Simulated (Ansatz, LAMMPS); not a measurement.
**Amorphous Si0.8Ge0.2 (141 atoms) under strain**

How stiff is amorphous Si0.8Ge0.2 (141 atoms), and how do its levels respond to strain?

Method: Kohn-Sham DFT, LDA, PAW (set soft_2), plane waves, in Ansatz 0.2.0.

### 1. Set-up

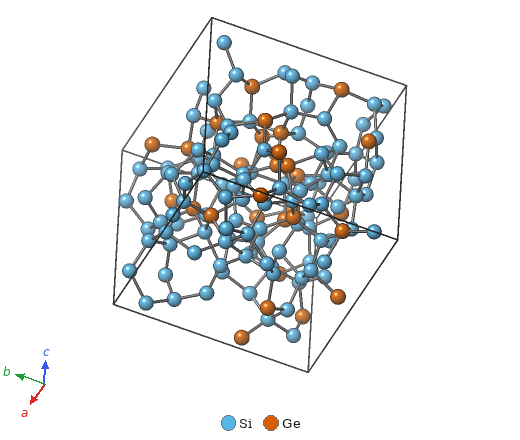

The cell as given, from a free direction (silicon blue, germanium orange). Bonds to atoms that aren't drawn are left out. Some periodic images of atoms are drawn too.

The cell holds 141 atoms: 113 Si and 28 Ge. Cell: a = 14.380 Å, b = 14.380 Å, c = 14.380 Å, α = 90.0°, β = 90.0°, γ = 90.0°. 141 atoms (113 Si, 28 Ge) placed at random at 2.91 g/cm³, melted at 3500 K for 10 ps at fixed volume with the Tersoff potential (Tersoff, Phys. Rev. B 39, 5566 (1989)). Quenched from 3500 K to 300 K at 10 K/ps and fixed volume, held 5 ps, then minimised at fixed cell.

What the set-up can't give: The quench rate of 10 K/ps is orders of magnitude faster than experiment, which tends to freeze in extra defects. The network of bonds at the start is that of the classical potential that made the cell, and needn't be the one that DFT or experiment would give. The Brillouin zone is sampled at Γ only.

### 2. Single point at the start

A single point comes first, to see the forces before anything moves.

Input file input.yaml:

```yaml
crystal:
  lattice:
    - [14.3798, 0.0, 0.0]
    - [0.0, 14.3798, 0.0]
    - [0.0, 0.0, 14.3798]
  atoms:
    - { symbol: Si, position: [0.07589, 0.14971, 0.41332] }
    - { symbol: Si, position: [0.13246, 0.64311, 0.41429] }
    - { symbol: Si, position: [0.58541, 0.59978, 0.58759] }
    - { symbol: Si, position: [0.05745, 0.29953, 0.34614] }
    - { symbol: Si, position: [0.74258, 0.94668, 0.21614] }
    - { symbol: Si, position: [0.4379, 0.83945, 0.98947] }
    - { symbol: Si, position: [0.91545, 0.35099, 0.28496] }
    - { symbol: Si, position: [0.09072, 0.09958, 0.69401] }
    - { symbol: Si, position: [0.29767, 0.08366, 0.96682] }
    - { symbol: Si, position: [0.16472, 0.32612, 0.22946] }
    - { symbol: Si, position: [0.34497, 0.09348, 0.81198] }
    - { symbol: Si, position: [0.43791, 0.61268, 0.36984] }
    - { symbol: Si, position: [0.82315, 0.36499, 0.53106] }
    - { symbol: Si, position: [0.30945, 0.36398, 0.97556] }
    - { symbol: Si, position: [0.1346, 0.05198, 0.96] }
    - { symbol: Si, position: [0.16609, 0.92604, 0.18356] }
    - { symbol: Si, position: [0.6017, 0.77536, 0.60684] }
    - { symbol: Si, position: [0.69588, 0.06985, 0.32694] }
    - { symbol: Si, position: [0.21393, 0.8017, 0.56834] }
    - { symbol: Si, position: [0.64819, 0.20409, 0.2205] }
    - { symbol: Si, position: [0.11347, 0.82382, 0.43022] }
    - { symbol: Si, position: [0.17392, 0.80757, 0.06996] }
    - { symbol: Si, position: [0.88181, 0.09793, 0.86632] }
    - { symbol: Si, position: [0.96583, 0.71714, 0.61673] }
    - { symbol: Si, position: [0.44508, 0.20152, 0.29069] }
    - { symbol: Si, position: [0.46222, 0.26228, 0.64829] }
    - { symbol: Si, position: [0.54689, 0.47016, 0.33481] }
    - { symbol: Si, position: [0.95683, 0.98262, 0.64122] }
    - { symbol: Si, position: [0.26738, 0.56982, 0.2133] }
    - { symbol: Si, position: [0.60104, 0.9277, 0.5428] }
    - { symbol: Si, position: [0.43513, 0.77156, 0.58216] }
    - { symbol: Si, position: [0.32244, 0.0395, 0.55315] }
    [... 103 atom lines left out ...]
    - { symbol: Ge, position: [0.28177, 0.50272, 0.71366] }
    - { symbol: Ge, position: [0.2304, 0.68138, 0.89067] }
    - { symbol: Ge, position: [0.69628, 0.97542, 0.7862] }
    - { symbol: Ge, position: [0.68063, 0.29193, 0.58715] }
    - { symbol: Ge, position: [0.07791, 0.67011, 0.06107] }
    - { symbol: Ge, position: [0.6922, 0.34933, 0.99945] }
kpoints:
  mp_grid: { grid: [1, 1, 1] }
hamiltonian:
  xc: lda
scf:
  occupations: { method: fermi_dirac, width: 0.025 }
output:
  forces: true
```

The run is started by

```sh
ansatz run input.yaml --threads 8 --pin off --max-ram 15872MiB --backend cpu --events-out ev --progress --plain --runs-dir out
```

Numbers of over 12 decimals in the logs are rounded to 6 here.

Output:

```text
Engine: ansatz 0.2.0, aarch64-unknown-linux-gnu
Pseudopotentials: kind: paw
Pseudopotential: Si, paw, valence charge 4, recommended cutoff 420 eV (normal), Si.paw.azcp
Pseudopotential: Ge, paw, valence charge 14, recommended cutoff 420 eV (normal), Ge.paw.azcp
[... 3 lines on functional and potentials left out ...]
Crystal: 141 atoms, lattice volume = 2973.436 Å³
Basis set: ecut = 420 eV, 57873 PW (Γ)
Bands: 563, of which v1, the nominal top of the filled ones, is band 422 counted from 1 (421 counted from 0)
Symmetry: 1 space group operations
Space group: P1 (ITA 1), of the structure as read, at distance tolerance 1.4e-4 Å
k-points: 1
[... 7 lines on functional and potentials left out ...]
Initial density: superposition of atomic densities (neutral atoms: chi_scale 0, normalization atom), corrected by the library's trained network
Initial wavefunctions: pseudopotential atomic-orbital guess
Functional: x = slater, c = lda
SCF iter   1: F=—  HF=-186781.415514 eV  |F-HF|=—  |Δ(HF+E_count)|=         —  Δρ=5.01e-3  dr2=1.81e0  ethr=1.77e-3  ⟨swp⟩=7.0  Hψ=2350  notcnv=0  defer=45
preconditioner: auto → Kerker (q_TF=auto, 2.212 Å⁻¹)  [metal: Δε(μ)=0.017 eV  Ē_g=7.537 eV  σ=0.025 eV  W_gap=0.17  n_scr=514 (ndim 8)  ℏωp=16.2 eV  f_vac=0.008  D(μ)=48.63/eV (n_scr^D=250)]
SCF iter   2: F=—  HF=-186781.198667 eV  |F-HF|=—  |Δ(HF+E_count)|=   2.17e-1  Δρ=2.84e-3  dr2=5.54e-1  ethr=2.14e-4  ⟨swp⟩=1.0  Hψ=648  notcnv=0  defer=107
SCF iter   3: F=—  HF=-186781.098456 eV  |F-HF|=—  |Δ(HF+E_count)|=   1.00e-1  Δρ=5.97e-4  dr2=4.55e-2  ethr=6.56e-5  ⟨swp⟩=2.0  Hψ=553  notcnv=0  defer=116
SCF iter   4: F=—  HF=-186781.094102 eV  |F-HF|=—  |Δ(HF+E_count)|=   4.35e-3  Δρ=3.03e-4  dr2=8.66e-3  ethr=5.39e-6  ⟨swp⟩=2.0  Hψ=853  notcnv=0  defer=118
SCF iter   5: F=—  HF=-186781.091516 eV  |F-HF|=—  |Δ(HF+E_count)|=   2.59e-3  Δρ=1.54e-4  dr2=4.04e-3  ethr=1.03e-6  ⟨swp⟩=2.0  Hψ=866  notcnv=0  defer=118
SCF iter   6: F=—  HF=-186781.090917 eV  |F-HF|=—  |Δ(HF+E_count)|=   6.00e-4  Δρ=4.93e-5  dr2=6.50e-4  ethr=4.79e-7  ⟨swp⟩=2.0  Hψ=822  notcnv=0  defer=118
SCF iter   7: F=—  HF=-186781.090834 eV  |F-HF|=—  |Δ(HF+E_count)|=   8.32e-5  Δρ=1.95e-5  dr2=9.06e-5  ethr=7.70e-8  ⟨swp⟩=2.0  Hψ=495  notcnv=0  defer=118
SCF iter   8: F=—  HF=-186781.088982 eV  |F-HF|=—  |Δ(HF+E_count)|=   1.85e-3  Δρ=1.23e-5  dr2=1.72e-5  ethr=1.07e-8  ⟨swp⟩=2.0  Hψ=663  notcnv=0  defer=118
SCF iter   9: F=—  HF=-186781.088978 eV  |F-HF|=—  |Δ(HF+E_count)|=   3.97e-6  Δρ=5.55e-6  dr2=5.16e-6  ethr=2.04e-9  ⟨swp⟩=2.0  Hψ=867  notcnv=0  defer=118
SCF iter  10: F=—  HF=-186781.088978 eV  |F-HF|=—  |Δ(HF+E_count)|=   6.85e-7  Δρ=2.12e-6  dr2=9.07e-7  ethr=6.12e-10  ⟨swp⟩=2.0  Hψ=868  notcnv=0  defer=118
SCF iter  11: F=—  HF=-186781.088978 eV  |F-HF|=—  |Δ(HF+E_count)|=   7.02e-8  Δρ=7.96e-7  dr2=1.39e-7  ethr=1.07e-10  ⟨swp⟩=2.0  Hψ=505  notcnv=0  defer=118
SCF iter  12: F=-186781.088978 eV  HF=-186781.088978 eV  |F-HF|=1.39e-8  |Δ(HF+E_count)|=   6.26e-9  Δρ=3.93e-7  dr2=1.75e-8  ethr=1.18e-11  ⟨swp⟩=3.0  Hψ=1261  notcnv=0
SCF 1 converged in 12 iterations: F = -186781.088978 eV  dr2 = 1.75e-8
  greatest PAW one-centre occupation: 0.998 electrons in one spin orbital (limit 2), on the Ge atom at site 125 (counted from 0), in its partial waves of l = 2
SCF converged after 12 iterations
Free energy (F): -186781.088978 eV
Harris-Foulkes:  -186781.088978 eV  (|F-HF|=1.39e-8)
Internal energy: -186780.979542 eV  (E = F + TS)
E sigma→0 (E₀):  -186781.034260 eV
Entropy (-TS):   -0.109435 eV (-0.776 meV/atom)
Fermi energy:    6.389836 eV
--- Per-component energies (eV) ---
  E_band       = -4442.872323
  E_kinetic    = 7641.659840
  E_local      = -96668.115329  (includes V_loc(G=0)·N_el)
  E_nonlocal   = 14822.992880
  E_hartree    = 43020.283488
  E_xc         = -8275.040640
  E_vxc        = -7117.532024  (∫ρ·V_xc dr)
  E_paw        = -109258.249310  (= ΣΔE_a)
  E_vpaw       = -9162.440178  (= ΣTr[D̂ρ^β])
  E_aug_tail   = 0.008628  (compensation charges beyond the density's cutoff)
  E_ewald      = -38127.481606
  E_core_change = 62.962506  (= ΣΔE_core)
  E_smearing   = -0.109435  (= −TS)
  E_closure    = 0.000000  (closes the sum)
  Σ components = -186781.088978   (vs F -186781.088978, Δ=0.00e0)
--- Forces (eV/Å), atoms counted from 1 ---
  atom   1  Si    -0.04771049    -0.17480185    -0.32533832
  atom   2  Si    -0.19238049     0.40376900     0.14602811
  atom   3  Si    -0.37059032    -0.32041655     0.03057086
  atom   4  Si    -0.10252662    -0.06312241     0.41556423
  atom   5  Si     0.12582738    -0.00502346     0.32789060
  atom   6  Si     0.02633170     0.03191771     0.00029697
  atom   7  Si     0.05452500     0.04267299    -0.07489473
  atom   8  Si    -0.02361662     0.14809352     0.12247624
  atom   9  Si     0.09550415    -0.14086174     0.05132329
  atom  10  Si     0.04870986    -0.10836914     0.01181276
  atom  11  Si    -0.06552362     0.07302775    -0.08403489
  atom  12  Si    -0.07904632     0.08162918    -0.13359674
  atom  13  Si    -0.12156377    -0.19434532    -0.29131824
  atom  14  Si     0.20958330     0.40068818    -0.17566426
[...]
atom 140  Ge    -0.21110794    -0.05843178    -0.17313329
  atom 141  Ge    -0.16816457     0.09441190    -0.02277655
  max |Σ_I F_I| component: 4.41e-5 eV/Å
```

Wall time 32 s (8 threads of Arm Neoverse V1, shared host); peak memory 4 GiB; 3.9 min of CPU time.

The r.m.s. force at the start is 0.22 eV/Å.

### 3. Cell and atoms relaxed

Cell and atoms are freed together, to release stress as well as forces.

Input file input.yaml:

```yaml
crystal:
  lattice:
    - [14.3798, 0.0, 0.0]
    - [0.0, 14.3798, 0.0]
    - [0.0, 0.0, 14.3798]
  atoms:
    [... the 141 atom lines of step 2 ...]
kpoints:
  mp_grid: { grid: [1, 1, 1] }
hamiltonian:
  xc: lda
scf:
  occupations: { method: fermi_dirac, width: 0.025 }
output:
  forces: true
relax:
  f_tol: 0.05
  max_steps: 150
  cell: {}
```

Output:

```text
[...]
Crystal: 141 atoms, lattice volume = 2973.436 Å³
Basis set: ecut = 420 eV, 57873 PW (Γ)
Bands: 563, of which v1, the nominal top of the filled ones, is band 422 counted from 1 (421 counted from 0)
Symmetry: 1 space group operations
[...]
k-points: 1
[...]
SCF iter   1: F=—  HF=-186781.415512 eV  |F-HF|=—  |Δ(HF+E_count)|=         —  Δρ=5.01e-3  dr2=1.81e0  ethr=1.77e-3  ⟨swp⟩=7.0  Hψ=2350  notcnv=0  defer=45
[...]
SCF iter  11: F=—  HF=-186781.088978 eV  |F-HF|=—  |Δ(HF+E_count)|=   7.09e-8  Δρ=7.96e-7  dr2=1.39e-7  ethr=1.07e-10  ⟨swp⟩=2.0  Hψ=505  notcnv=0  defer=118
SCF iter  12: F=-186781.088978 eV  HF=-186781.088978 eV  |F-HF|=1.38e-8  |Δ(HF+E_count)|=   6.11e-9  Δρ=3.94e-7  dr2=1.74e-8  ethr=1.18e-11  ⟨swp⟩=3.0  Hψ=1261  notcnv=0
SCF 1 converged in 12 iterations: F = -186781.088978 eV  dr2 = 1.74e-8
[...]
relax step   1: F+E_penalty+E_count = -186781.08897758 eV  Δ(F+E_penalty+E_count) = +0.000e0 eV  max|allowed force component| = 8.753e-1 eV/Å  Δτ_max = 0.0000 Å  P = -3.164 GPa  Ω = 2973.436 Å³  (12 SCF iters, dr2 threshold 1.00e-7 eV, accepted)
[... from here on, the SCF cycles and remarks between the steps are left out ...]
relax step   2: F+E_penalty+E_count = -186784.25623213 eV  Δ(F+E_penalty+E_count) = -3.167e0 eV  max|allowed force component| = 3.452e-1 eV/Å  Δτ_max = 0.1936 Å  P = -0.629 GPa  Ω = 2864.953 Å³  energy of the carried Pulay correction = +2.551e-2 eV  (7 SCF iters, dr2 threshold 1.41e-5 eV, accepted)
relax step   3: F+E_penalty+E_count = -186785.06830375 eV  Δ(F+E_penalty+E_count) = -8.121e-1 eV  max|allowed force component| = 3.881e-1 eV/Å  Δτ_max = 0.1525 Å  P = +0.408 GPa  Ω = 2820.854 Å³  energy of the carried Pulay correction = +3.615e-2 eV  (7 SCF iters, dr2 threshold 7.45e-6 eV, accepted)
relax step   4: F+E_penalty+E_count = -186785.48521728 eV  Δ(F+E_penalty+E_count) = -4.169e-1 eV  max|allowed force component| = 3.046e-1 eV/Å  Δτ_max = 0.1948 Å  P = +0.183 GPa  Ω = 2823.159 Å³  energy of the carried Pulay correction = +3.559e-2 eV  (7 SCF iters, dr2 threshold 9.41e-6 eV, accepted)
relax step   5: F+E_penalty+E_count = -186785.78324131 eV  Δ(F+E_penalty+E_count) = -2.980e-1 eV  max|allowed force component| = 2.409e-1 eV/Å  Δτ_max = 0.1906 Å  P = +0.002 GPa  Ω = 2826.523 Å³  energy of the carried Pulay correction = +3.477e-2 eV  (6 SCF iters, dr2 threshold 5.80e-6 eV, accepted)
relax step   6: F+E_penalty+E_count = -186786.02521654 eV  Δ(F+E_penalty+E_count) = -2.420e-1 eV  max|allowed force component| = 3.585e-1 eV/Å  Δτ_max = 0.2000 Å  P = -0.038 GPa  Ω = 2825.204 Å³  energy of the carried Pulay correction = +3.509e-2 eV  (6 SCF iters, dr2 threshold 3.63e-6 eV, accepted)
relax step   7: F+E_penalty+E_count = -186786.20161918 eV  Δ(F+E_penalty+E_count) = -1.764e-1 eV  max|allowed force component| = 4.426e-1 eV/Å  Δτ_max = 0.1933 Å  P = -0.059 GPa  Ω = 2824.578 Å³  energy of the carried Pulay correction = +3.524e-2 eV  (6 SCF iters, dr2 threshold 8.03e-6 eV, accepted)
relax step   8: F+E_penalty+E_count = -186786.33311980 eV  Δ(F+E_penalty+E_count) = -1.315e-1 eV  max|allowed force component| = 2.695e-1 eV/Å  Δτ_max = 0.1949 Å  P = -0.017 GPa  Ω = 2823.302 Å³  energy of the carried Pulay correction = +3.555e-2 eV  (6 SCF iters, dr2 threshold 1.22e-5 eV, accepted)
relax step   9: F+E_penalty+E_count = -186786.43480439 eV  Δ(F+E_penalty+E_count) = -1.017e-1 eV  max|allowed force component| = 1.315e-1 eV/Å  Δτ_max = 0.2000 Å  P = +0.023 GPa  Ω = 2824.439 Å³  energy of the carried Pulay correction = +3.528e-2 eV  (6 SCF iters, dr2 threshold 4.54e-6 eV, accepted)
relax step  10: F+E_penalty+E_count = -186786.44164241 eV  Δ(F+E_penalty+E_count) = -6.838e-3 eV  max|allowed force component| = 5.919e-1 eV/Å  Δτ_max = 0.1550 Å  P = +0.022 GPa  Ω = 2823.978 Å³  energy of the carried Pulay correction = +3.539e-2 eV  (8 SCF iters, dr2 threshold 1.08e-6 eV, accepted)
relax step  11: F+E_penalty+E_count = -186786.45696925 eV  Δ(F+E_penalty+E_count) = -1.533e-2 eV  max|allowed force component| = 4.365e-1 eV/Å  Δτ_max = 0.1130 Å  P = +0.031 GPa  Ω = 2824.597 Å³  energy of the carried Pulay correction = +3.524e-2 eV  (6 SCF iters, dr2 threshold 1.41e-5 eV, accepted)
relax step  12: F+E_penalty+E_count = -186786.40818621 eV  Δ(F+E_penalty+E_count) = +4.878e-2 eV  max|allowed force component| = 4.126e-1 eV/Å  Δτ_max = 0.2000 Å  P = +0.024 GPa  Ω = 2824.089 Å³  energy of the carried Pulay correction = +3.536e-2 eV  (7 SCF iters, dr2 threshold 1.19e-5 eV, rejected (line search))
relax step  13: F+E_penalty+E_count = -186786.50397767 eV  Δ(F+E_penalty+E_count) = -4.701e-2 eV  max|allowed force component| = 1.023e-1 eV/Å  Δτ_max = 0.0885 Å  P = -0.009 GPa  Ω = 2825.831 Å³  energy of the carried Pulay correction = +3.494e-2 eV  (12 SCF iters, accepted)
relax step  14: F+E_penalty+E_count = -186786.51825919 eV  Δ(F+E_penalty+E_count) = -1.428e-2 eV  max|allowed force component| = 1.229e-1 eV/Å  Δτ_max = 0.0405 Å  P = -0.008 GPa  Ω = 2825.593 Å³  energy of the carried Pulay correction = +3.500e-2 eV  (6 SCF iters, dr2 threshold 6.54e-7 eV, accepted)
relax step  15: F+E_penalty+E_count = -186786.55326540 eV  Δ(F+E_penalty+E_count) = -3.501e-2 eV  max|allowed force component| = 1.607e-1 eV/Å  Δτ_max = 0.0880 Å  P = -0.012 GPa  Ω = 2825.677 Å³  energy of the carried Pulay correction = +3.498e-2 eV  (7 SCF iters, dr2 threshold 9.45e-7 eV, accepted)
relax step  16: F+E_penalty+E_count = -186786.60641508 eV  Δ(F+E_penalty+E_count) = -5.315e-2 eV  max|allowed force component| = 2.075e-1 eV/Å  Δτ_max = 0.1999 Å  P = -0.049 GPa  Ω = 2826.095 Å³  energy of the carried Pulay correction = +3.487e-2 eV  (7 SCF iters, dr2 threshold 1.61e-6 eV, accepted)
relax step  17: F+E_penalty+E_count = -186786.51562879 eV  Δ(F+E_penalty+E_count) = +9.079e-2 eV  max|allowed force component| = 5.317e-1 eV/Å  Δτ_max = 0.1953 Å  P = +0.019 GPa  Ω = 2826.452 Å³  energy of the carried Pulay correction = +3.479e-2 eV  (6 SCF iters, dr2 threshold 2.69e-6 eV, rejected (line search))
relax step  18: F+E_penalty+E_count = -186786.66426127 eV  Δ(F+E_penalty+E_count) = -5.785e-2 eV  max|allowed force component| = 1.221e-1 eV/Å  Δτ_max = 0.0831 Å  P = -0.005 GPa  Ω = 2825.736 Å³  energy of the carried Pulay correction = +3.496e-2 eV  (10 SCF iters, accepted)
relax step  19: F+E_penalty+E_count = -186786.67832169 eV  Δ(F+E_penalty+E_count) = -1.406e-2 eV  max|allowed force component| = 1.540e-1 eV/Å  Δτ_max = 0.0721 Å  P = -0.008 GPa  Ω = 2825.286 Å³  energy of the carried Pulay correction = +3.507e-2 eV  (6 SCF iters, dr2 threshold 9.32e-7 eV, accepted)
relax step  20: F+E_penalty+E_count = -186786.69403254 eV  Δ(F+E_penalty+E_count) = -1.571e-2 eV  max|allowed force component| = 1.209e-1 eV/Å  Δτ_max = 0.0386 Å  P = +0.005 GPa  Ω = 2824.343 Å³  energy of the carried Pulay correction = +3.530e-2 eV  (6 SCF iters, dr2 threshold 1.48e-6 eV, accepted)
relax step  21: F+E_penalty+E_count = -186786.70114056 eV  Δ(F+E_penalty+E_count) = -7.108e-3 eV  max|allowed force component| = 8.205e-2 eV/Å  Δτ_max = 0.0671 Å  P = -0.007 GPa  Ω = 2823.644 Å³  energy of the carried Pulay correction = +3.547e-2 eV  (6 SCF iters, dr2 threshold 9.13e-7 eV, accepted)
relax step  22: F+E_penalty+E_count = -186786.70255194 eV  Δ(F+E_penalty+E_count) = -1.411e-3 eV  max|allowed force component| = 5.931e-2 eV/Å  Δτ_max = 0.0434 Å  P = +0.008 GPa  Ω = 2823.561 Å³  energy of the carried Pulay correction = +3.549e-2 eV  (6 SCF iters, dr2 threshold 4.21e-7 eV, accepted)
relax step  23: F+E_penalty+E_count = -186786.70487481 eV  Δ(F+E_penalty+E_count) = -2.323e-3 eV  max|allowed force component| = 1.223e-2 eV/Å  Δτ_max = 0.0171 Å  P = +0.001 GPa  Ω = 2823.723 Å³  energy of the carried Pulay correction = +3.545e-2 eV  (6 SCF iters, dr2 threshold 2.20e-7 eV, accepted)
relax step  24: F+E_penalty+E_count = -186786.68051735 eV  Δ(F+E_penalty+E_count) = +2.436e-2 eV  max|allowed force component| = 1.232e-2 eV/Å  Δτ_max = 0.0000 Å  P = -0.010 GPa  Ω = 2823.723 Å³  stress off target by 1.85e-2 GPa  SCF on the basis re-selected at this cell (its energy is not comparable with the rows above)  (6 SCF iters)
basis re-selected at this cell: Δ(F+E_penalty+E_count) = +2.436e-2 eV, ΔP = -0.011 GPa vs the last step (what re-selecting the basis moved, of the pressure what is left beyond the Pulay correction that the steps carried, after the strain that the cell walked since its last selection, [...]
SCF converged after 6 iterations
Free energy (F): -186786.680517 eV
[...]
Internal energy: -186786.675948 eV  (E = F + TS)
E sigma→0 (E₀):  -186786.678233 eV
Entropy (-TS):   -0.004569 eV (-0.032 meV/atom)
Fermi energy:    6.894678 eV
[...]
Σ components = -186786.680517   (vs F -186786.680517, Δ=0.00e0)
--- Forces (eV/Å), atoms counted from 1 ---
  atom   1  Si    -0.00055336    -0.00030141     0.00000796
  atom   2  Si     0.00208009    -0.00042393    -0.00096405
  atom   3  Si     0.00067584     0.00304658     0.00246903
  atom   4  Si     0.00076523     0.00005953    -0.00062274
[...]
atom 141  Ge     0.00062129    -0.00075102     0.00301237
  max |Σ_I F_I| component: 9.47e-5 eV/Å
--- Stress (GPa, compression-positive) ---
       -0.008471      -0.002470       0.008091
       -0.002470      -0.012673       0.002044
        0.008091       0.002044      -0.008858
  P = ⅓ Tr σ = -0.0100 GPa (-0.100 kbar)
--- Relaxed structure (23 steps of the walk, 21 accepted, 1 SCFs on fresh bases) ---
  F+E_penalty+E_count = -186786.68051735 eV   max|allowed force component| = 1.232e-2 eV/Å   (the final SCF, on the basis selected at the relaxed cell)
  cell:  # Å, volume = 2823.7228 Å³
    - [14.116270, -0.108724, 0.028781]
    - [-0.108724, 13.898083, -0.016298]
    - [0.028781, -0.016298, 14.393807]
  atoms:
    - { symbol: Si, position: [0.076844, 0.129393, 0.396250] }
    - { symbol: Si, position: [0.110398, 0.649137, 0.417988] }
    - { symbol: Si, position: [0.572247, 0.594742, 0.596468] }
    - { symbol: Si, position: [0.054235, 0.283332, 0.332040] }
[...]
- { symbol: Ge, position: [0.685755, 0.348568, 1.003773] }
```

Run time: 9.4 min. Hardware: 8 threads; peak memory 4.1 GiB; 72 min of CPU time.

The relaxation converged after 23 steps, with a largest force component of 0.012 eV/Å.

(Part 1 of 3 ends here.)

[Logs are printed without paths, hosts, clocks, repeated set-up lines and the standing remarks that a program may print on its own settings, such as how far it seeks lower states.]

[Hosts, paths, dates, database ids (printed as entryN), source tags and the programs' standing remarks are cut or masked in the printed files.]
